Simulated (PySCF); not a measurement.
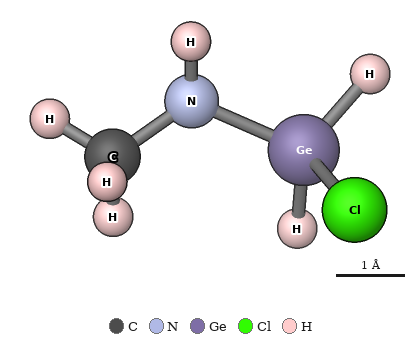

The input geometry (ball-and-stick view, seen on its broad side). Sticks mark near contacts.

**Run report: CH$_{6}$ClGeN, EOM-CCSD calculation**

The run: EOM-CCSD calculation of CH$_{6}$ClGeN. Method and program: EOM-CCSD/aug-cc-pVDZ, vertical, frozen core, gas phase (PySCF 2.14.0).

The geometry comes from this level: PBE0-D3(BJ)/def2-SVP.

The input:
```
{"job": {"kind": "eom", "basis": "aug-cc-pVDZ", "nee": 0}, "charge": 0, "multiplicity": 1}
C     -0.738161     0.467232    -0.732199
N      0.184960     0.122060     0.326378
Ge     1.944927    -0.156830     0.006065
Cl     2.291005    -1.951713    -1.191840
H     -1.658460     0.905448    -0.313076
H     -0.290188     1.233912    -1.384595
H     -1.030347    -0.382863    -1.377763
H     -0.218327    -0.512105     1.009980
H      2.476496     1.013743    -0.828136
H      2.652867    -0.384724     1.345377
```

The first line tells a small driver script what to run in PySCF; the rest is the geometry in Å.

Machine: 1 CPU thread, shared host.

Run as:
```bash
OMP_NUM_THREADS=1 python <driver script> task.json out
```

The program's output:
```
E(HF) = -2630.7111744540
E(MP2) = -2631.3181573016
E(CCSD) = -2631.3681322125
T1 diagnostic = 0.0099

EOM-IP-CCSD (eV)   Koopmans (eV)
   9.2391      10.5265
  11.0287      11.8754
  11.2214      12.1399
  12.6827      13.5723
  12.9359      13.8321
  13.0995      13.9267
  14.4877      15.6203
  15.0781      16.2805
```

Results in brief:

```csv
quantity,value
outcome,converged
Hartree–Fock energy,−2630.711174 hartree
MP2 energy,−2631.318157 hartree
CCSD energy,−2631.368132 hartree
T1 diagnostic,0.010
wall time,7.9 min
peak memory,2.9 GiB
```

The electronic state found may not be the lowest one.
